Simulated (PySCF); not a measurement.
## C₅H₁₄OSi: a changed input and its effect

System: C₅H₁₄OSi (trimethylethoxysilane), SMILES CCO[Si](C)(C)C.
Method of the first run: GIAO PBE0/pcSseg-1 NMR shielding, non-relativistic, gas phase (PySCF 2.14.0).

The geometry comes from this level: GFN2-xTB. Text and figures count atoms from 1; the logs count them from 0 in places.

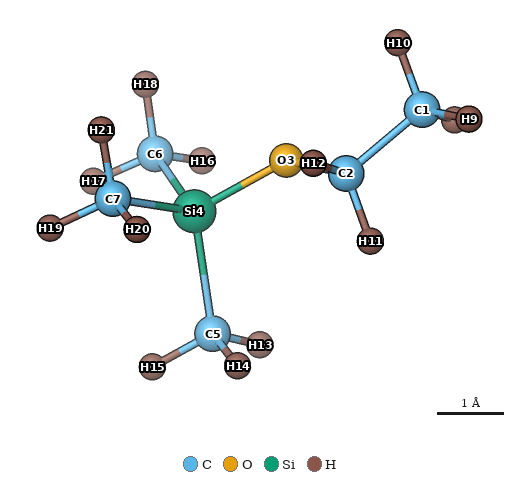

The input geometry (ball-and-stick view, seen at a tilt; atoms are numbered from 1 in the order of the input). Bond lengths as drawn: C–C 1.52 Å, C–H 1.08 to 1.10 Å, C–O 1.40 Å, C–Si 1.90 to 1.91 Å and O–Si 1.63 Å.

### Input, the first run
```
{"job": {"kind": "nmr", "xc": "PBE0", "basis": "pcSseg-1"}, "charge": 0, "multiplicity": 1}
C      3.021457    -0.031071     0.846550
C      1.846270     0.323603    -0.051867
O      0.665679    -0.194359     0.498231
Si    -0.866090    -0.098796    -0.062074
C     -1.453125     1.714484    -0.199337
C     -1.831097    -1.053084     1.262284
C     -1.037210    -0.906457    -1.785437
H      2.868345     0.386451     1.837997
H      3.943271     0.365374     0.429570
H      3.104641    -1.110786     0.935956
H      1.758835     1.412632    -0.148551
H      1.998189    -0.094651    -1.054340
H     -1.354938     2.231106     0.751507
H     -0.870116     2.266826    -0.932247
H     -2.493901     1.779989    -0.499498
H     -1.721847    -0.594934     2.239285
H     -2.888186    -1.073940     1.021862
H     -1.488406    -2.079098     1.341289
H     -2.066813    -0.911805    -2.128202
H     -0.450670    -0.377523    -2.532640
H     -0.693208    -1.937019    -1.770810
```

The first line tells a small driver script what to run in PySCF; the rest is the geometry in Å.

Launched with:
```bash
OMP_NUM_THREADS=1 python <driver script> task.json out
```

Hardware: 1 CPU thread, shared host.

### Output (the first run)
```
coarse grid: 16824 points
cycle   1  E = -563.0618019169  dE =  4.265e-01  |g| = 8.129e-01  |ddm| = 3.843e+00
cycle   2  E = -562.9529489406  dE =  1.089e-01  |g| = 1.116e+00  |ddm| = 1.690e+00
cycle   3  E = -563.1963534734  dE = -2.434e-01  |g| = 1.590e-01  |ddm| = 1.160e+00
cycle   4  E = -563.2013108497  dE = -4.957e-03  |g| = 2.735e-02  |ddm| = 1.338e-01
cycle   5  E = -563.2014841882  dE = -1.733e-04  |g| = 3.210e-03  |ddm| = 2.272e-02
cycle   6  E = -563.2014861730  dE = -1.985e-06  |g| = 7.231e-04  |ddm| = 3.444e-03
final grid: 154384 points
cycle   7  E = -563.2531470139  dE = -3.388e-05  |g| = 1.171e-02  |ddm| = 2.500e-02
cycle   8  E = -563.2531260214  dE =  2.099e-05  |g| = 1.584e-02  |ddm| = 1.840e-02
cycle   9  E = -563.2531760095  dE = -4.999e-05  |g| = 1.879e-03  |ddm| = 1.124e-02
cycle  10  E = -563.2531767188  dE = -7.094e-07  |g| = 1.280e-04  |ddm| = 1.709e-03
cycle  11  E = -563.2531767216  dE = -2.706e-09  |g| = 4.183e-05  |ddm| = 1.439e-04
cycle  12  E = -563.2531767219  dE = -3.339e-10  |g| = 1.074e-05  |ddm| = 5.828e-05
converged SCF energy = -563.2531767219

GIAO shielding tensors (ppm)
atom      isotropic    diamagn.    paramagn.     s11        s22        s33       span
  0 C      166.121     246.571     -80.450    148.369    163.818    186.176     37.807
  1 C      125.656     244.883    -119.227     97.745    111.959    167.263     69.519
  2 O      280.826     402.768    -121.942    251.222    282.375    308.880     57.658
  3 Si     338.350     882.350    -544.001    318.156    325.897    370.997     52.842
  4 C      187.810     257.043     -69.233    179.556    186.641    197.234     17.678
  5 C      185.776     255.829     -70.053    177.034    185.651    194.643     17.609
  6 C      187.807     257.044     -69.236    179.587    186.619    197.215     17.628
  7 H       30.250      29.693       0.557     26.399     28.833     35.518      9.119
  8 H       30.787      27.483       3.304     26.732     27.717     37.912     11.180
  9 H       30.250      29.698       0.552     26.398     28.836     35.514      9.116
 10 H       27.887      32.342      -4.455     22.019     29.085     32.557     10.538
 11 H       27.888      32.347      -4.459     22.018     29.094     32.551     10.533
 12 H       31.701      32.752      -1.051     27.609     28.859     38.635     11.026
 13 H       31.411      33.346      -1.934     27.297     29.520     37.418     10.121
 14 H       31.903      31.229       0.674     27.941     29.140     38.629     10.687
 15 H       31.468      32.450      -0.982     27.383     29.068     37.955     10.572
 16 H       32.111      30.789       1.322     27.900     29.348     39.085     11.185
 17 H       31.468      32.449      -0.981     27.383     29.063     37.959     10.575
 18 H       31.901      31.230       0.671     27.940     29.138     38.627     10.686
 19 H       31.413      33.348      -1.935     27.299     29.520     37.419     10.119
 20 H       31.701      32.757      -1.056     27.610     28.860     38.634     11.025
```

For the second run the input was changed thus:
```diff
-"xc": "PBE0"
+"xc": "HF"
+"pop": true
```

Predict how the results change.

The total energies belong to different methods, so their difference says nothing on which is more stable or more accurate. The HOMO goes from −7.59 to −11.08 eV. The LUMO goes from 1.18 to 3.87 eV. The dipole moment goes from 1.03 to 1.20 D. Of all shieldings, the largest change is that of Si4, by +47.5 ppm. The method changes from PBE0 to HF. The SCF takes 9 iterations against 12.

### Output (the second run)
```
final grid: 154384 points
cycle   1  E = -561.1970704502  dE =  9.242e-01  |g| = 6.187e-01  |ddm| = 3.679e+00
cycle   2  E = -561.2788030530  dE = -8.173e-02  |g| = 3.356e-01  |ddm| = 6.494e-01
cycle   3  E = -561.2988991427  dE = -2.010e-02  |g| = 8.067e-02  |ddm| = 2.570e-01
cycle   4  E = -561.3006619783  dE = -1.763e-03  |g| = 1.195e-02  |ddm| = 8.910e-02
cycle   5  E = -561.3007063470  dE = -4.437e-05  |g| = 3.140e-03  |ddm| = 1.515e-02
cycle   6  E = -561.3007099463  dE = -3.599e-06  |g| = 7.003e-04  |ddm| = 4.790e-03
cycle   7  E = -561.3007101726  dE = -2.263e-07  |g| = 1.610e-04  |ddm| = 1.355e-03
cycle   8  E = -561.3007101873  dE = -1.466e-08  |g| = 3.719e-05  |ddm| = 3.952e-04
cycle   9  E = -561.3007101880  dE = -6.886e-10  |g| = 9.716e-06  |ddm| = 6.804e-05
converged SCF energy = -561.3007101880

GIAO shielding tensors (ppm)
atom      isotropic    diamagn.    paramagn.     s11        s22        s33       span
  0 C      172.347     244.161     -71.814    155.321    170.874    190.845     35.524
  1 C      138.561     241.518    -102.957    113.713    127.140    174.830     61.117
  2 O      310.831     405.581     -94.749    284.198    311.412    336.884     52.686
  3 Si     385.891     878.215    -492.324    372.648    376.241    408.784     36.136
  4 C      193.971     256.590     -62.619    187.577    193.144    201.192     13.615
  5 C      192.155     255.405     -63.251    185.323    192.579    198.562     13.238
  6 C      193.974     256.593     -62.619    187.610    193.132    201.180     13.570
  7 H       30.546      29.680       0.866     26.308     29.116     36.214      9.906
  8 H       31.240      27.825       3.415     26.955     27.951     38.814     11.859
  9 H       30.546      29.685       0.861     26.307     29.120     36.210      9.903
 10 H       28.710      32.424      -3.715     22.692     29.952     33.485     10.792
 11 H       28.710      32.430      -3.719     22.692     29.958     33.481     10.789
 12 H       32.101      33.115      -1.013     27.711     29.148     39.446     11.735
 13 H       31.932      33.731      -1.799     27.579     29.836     38.381     10.802
 14 H       32.323      31.490       0.833     28.065     29.321     39.584     11.519
 15 H       31.888      32.832      -0.944     27.480     29.361     38.824     11.343
 16 H       32.608      31.123       1.485     28.135     29.667     40.021     11.886
 17 H       31.888      32.830      -0.942     27.481     29.356     38.827     11.346
 18 H       32.321      31.491       0.830     28.063     29.318     39.582     11.519
 19 H       31.933      33.733      -1.800     27.581     29.835     38.382     10.801
 20 H       32.102      33.120      -1.018     27.712     29.148     39.446     11.734
```

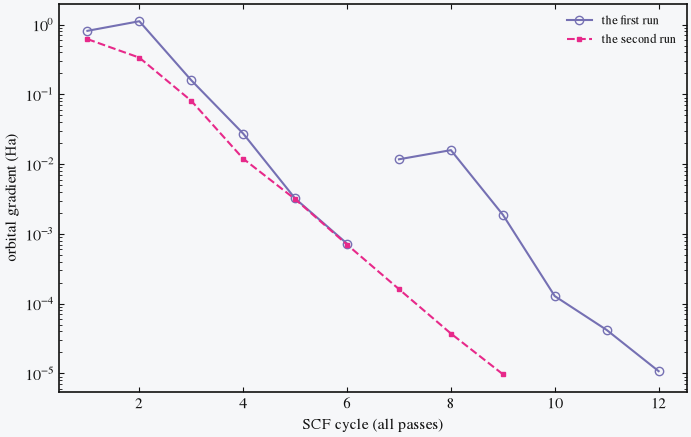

Convergence of the two runs: orbital gradient against the SCF cycle. A break in a curve parts two SCF passes (coarse and final grid). The first run takes 12 cycles in all, and the second run takes 9.

### The two runs side by side

| quantity | the first run | the second run |
| --- | --- | --- |
| outcome | converged | converged |
| total energy (hartree) | −563.253177 | −561.300710 |
| HOMO (eV) | −7.59 | −11.08 |
| LUMO (eV) | 1.18 | 3.87 |
| dipole moment (D) | 1.03 | 1.20 |
| shielding of C1 (ppm) | 166.1 | 172.3 |
| shielding of C2 (ppm) | 125.7 | 138.6 |
| shielding of O3 (ppm) | 280.8 | 310.8 |
| shielding of Si4 (ppm) | 338.3 | 385.9 |
| shielding of C5 (ppm) | 187.8 | 194.0 |
| shielding of C6 (ppm) | 185.8 | 192.2 |
| shielding of C7 (ppm) | 187.8 | 194.0 |
| SCF iterations | 12 | 9 |
| basis functions | 196 | 196 |
| wall time (shared host) | 60 s | 24 s |
